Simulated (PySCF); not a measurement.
# [BPH4]− (SMILES [BH2-]P) at 6 levels

Wanted: a comparison of 6 runs (U-wB97X-V/STO-6G, UB3LYP/STO-6G, UPBE/STO-6G, UPBE0/STO-6G, USVWN5/STO-6G, UMP2/STO-6G) of [BPH4]−. Input form: a Python script.

The calculation is run with PySCF 2.14.0.

6 further runs of the same task are left out: 6 set aside as unsound or not needed.

## (1) The system as given

[BPH4]− has 6 atoms, charge -1, and is taken as a doublet. As SMILES, `[BH2-]P`. The P2–H5 distance was set to 2.591 Å, away from the relaxed value. At this shape a bond of the SMILES string is far longer than usual.

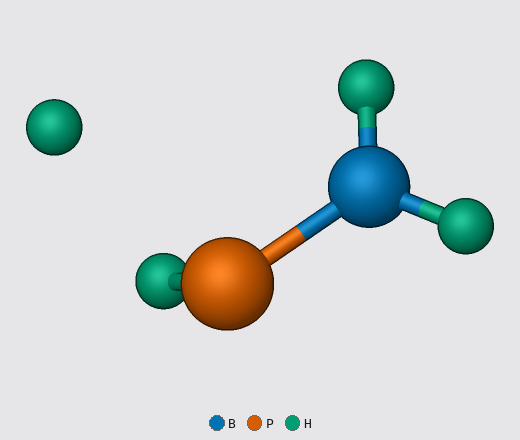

Viewed from a chosen angle; boron blue, phosphorus orange, hydrogen teal.

## (2) The energy at U-wB97X-V/STO-6G (run 1)

Input file calc.py:

```python
from pyscf import gto, dft

mol = gto.Mole()
mol.atom = '''
B      0.871490    -1.459860     0.533965
P      1.407660     0.304020     0.527685
H     -0.261660    -1.782010     0.734705
H      1.700680    -2.288760     0.331085
H     -0.421990     1.553630    -0.816460
H      0.769620     0.896130     1.675935
'''
mol.verbose = 4
mol.max_memory = 1860
mol.charge = -1
mol.spin = 1
mol.basis = 'sto-6g'
mol.build()

ks = dft.UKS(mol)
ks.xc = 'wb97x-v'
ks.conv_tol = 1e-10
ks.grids.level = 5
ks.nlcgrids.level = 1
ks.kernel()
if not ks.converged:
    ks = ks.newton().run(ks.mo_coeff, ks.mo_occ)

e_tot = ks.e_tot
print('E = %.10f Eh' % e_tot)
```

On the command line:

```bash
$ OMP_NUM_THREADS=1 python calc.py
```

The program printed:

```text
PySCF version 2.14.0

[... 123 lines left out ...]
converged SCF energy = -366.973871369118  <S^2> = 0.84193398  2S+1 = 2.0899129
E = -366.9738713691 Eh
```

Run time: 44 s. Hardware: 1 thread of Intel Xeon Platinum 8375C at 2.90GHz (Ice Lake), shared host; peak memory 0.2 GiB.

## (3) A single-point energy at UB3LYP/STO-6G (run 2)

Input file job.py:

```python
from pyscf import gto, dft

system = gto.Mole()
system.atom = '''
B      0.871490    -1.459860     0.533965
P      1.407660     0.304020     0.527685
H     -0.261660    -1.782010     0.734705
H      1.700680    -2.288760     0.331085
H     -0.421990     1.553630    -0.816460
H      0.769620     0.896130     1.675935
'''
system.basis = 'sto-6g'
system.max_memory = 1860
system.charge = -1
system.verbose = 4
system.spin = 1
system.build()

ks = dft.UKS(system, xc='b3lyp')
ks.conv_tol = 1e-10
ks.grids.level = 5
ks.kernel()
if not ks.converged:
    ks = ks.newton().run(ks.mo_coeff, ks.mo_occ)

e_final = ks.e_tot
print('E = %.10f Eh' % e_final)
```

On the command line:

```bash
$ OMP_NUM_THREADS=1 python job.py
```

The program printed:

```text
PySCF version 2.14.0

[... 104 lines left out ...]
converged SCF energy = -367.067398166641  <S^2> = 0.80802327  2S+1 = 2.0572052
E = -367.0673981666 Eh
```

It took 8.1 s on 1 thread of Intel Xeon Platinum 8375C at 2.90GHz (Ice Lake), shared host; peak memory 0.2 GiB.

Run 3 isn't shown in full; the table further down has it.

## (4) The energy at UPBE0/STO-6G (run 4)

Input file job.py:

```python
from pyscf import gto, dft

system = gto.M(
    atom='''
B      1.646877    -2.758736     1.009048
P      2.660092     0.574515     0.997180
H     -0.494466    -3.367511     1.388391
H      3.213819    -4.325130     0.625660
H     -0.797446     2.935935    -1.542886
H      1.454371     1.693440     3.167058
''',
    max_memory=1860,
    spin=1,
    basis='sto-6g',
    unit='bohr',
    charge=-1,
    verbose=3,
)

calc0 = dft.UKS(system, xc='pbe0')
calc0.conv_tol = 1e-10
calc0.grids.level = 5
calc0.kernel()
if not calc0.converged:
    calc0 = calc0.newton().run(calc0.mo_coeff, calc0.mo_occ)

etot = calc0.e_tot
print('E(%s) = %.9f' % ('PBE0', etot))
```

On the command line:

```bash
$ OMP_NUM_THREADS=1 python job.py
```

The program printed:

```text
converged SCF energy = -366.874632664927  <S^2> = 0.835455  2S+1 = 2.0837034
E(PBE0) = -366.874632665
```

It took 6.9 s on 1 thread of Intel Xeon Platinum 8375C at 2.90GHz (Ice Lake), shared host; peak memory 0.2 GiB.

Run 5 isn't shown in full; the table further down has it.

## (5) The energy at UMP2/STO-6G (run 6)

Input file job.py:

```python
from pyscf import gto, scf, mp

system = gto.M(
    atom='''
B    0.871490  -1.459860   0.533965
P    1.407660   0.304020   0.527685
H   -0.261660  -1.782010   0.734705
H    1.700680  -2.288760   0.331085
H   -0.421990   1.553630  -0.816460
H    0.769620   0.896130   1.675935
''',
    max_memory=1860,
    basis='sto-6g',
    spin=1,
    charge=-1,
    verbose=3,
)

mf = scf.UHF(system)
mf.conv_tol = 1e-10
mf.kernel()
if not mf.converged:
    mf = mf.newton().run(mf.mo_coeff, mf.mo_occ)

pt = mp.MP2(mf, frozen=6).run()
e_final = pt.e_tot
print('E = %.10f Eh' % e_final)
```

On the command line:

```bash
$ OMP_NUM_THREADS=1 python job.py
```

The program printed:

```text
converged SCF energy = -366.156984751864  <S^2> = 0.81214047  2S+1 = 2.061204
E(UMP2) = -366.241334479752  E_corr = -0.0843497278879065
E(SCS-UMP2) = -366.248719804596  E_corr = -0.0917350527315851
E = -366.2413344798 Eh
```

Wall time 0.97 s (1 thread of Intel Xeon Platinum 8375C at 2.90GHz (Ice Lake), shared host); peak memory 0.12 GiB.

## (6) All runs side by side

```csv
run,level,nlc grid,integration grid,energy (Eh),HOMO energy (eV),LUMO energy (eV),⟨S²⟩,wall time
1,U-wB97X-V/STO-6G,1,5,-366.973871,2.79,10.28,0.842,44 s
2,UB3LYP/STO-6G,–,5,-367.067398,4.96,7.89,0.808,8.1 s
3,UPBE/STO-6G,–,5,-366.832438,5.75,7.25,0.788,8.1 s
4,UPBE0/STO-6G,–,5,-366.874633,4.89,8.32,0.835,6.9 s
5,USVWN5/STO-6G,–,5,-365.396093,5.95,7.30,0.773,4.2 s
6,UMP2/STO-6G,–,–,-366.241334,3.84,12.63,0.812,0.97 s
```

## (7) Outcome

```
                                                         quantity          value
                                              run 6: total energy  -366.24133 Eh
run 6: HOMO energy (Hartree–Fock orbitals) (highest over α and β)        3.84 eV
 run 6: LUMO energy (Hartree–Fock orbitals) (lowest over α and β)       12.63 eV
               run 6: correlation energy (6 core orbitals frozen)      -84.3 mEh
                         run 6: ⟨S²⟩ of the reference determinant          0.812
```

Totals of different functionals can't be ranked against each other. In runs 1, 2, 3, 4, 5, 6 the HOMO lies above zero, so the outermost electron may be held by the basis alone. In runs 1, 2, 3, 4, 5, 6 the basis is minimal, so the values are rough. All runs together took 72 s, the longest 44 s.
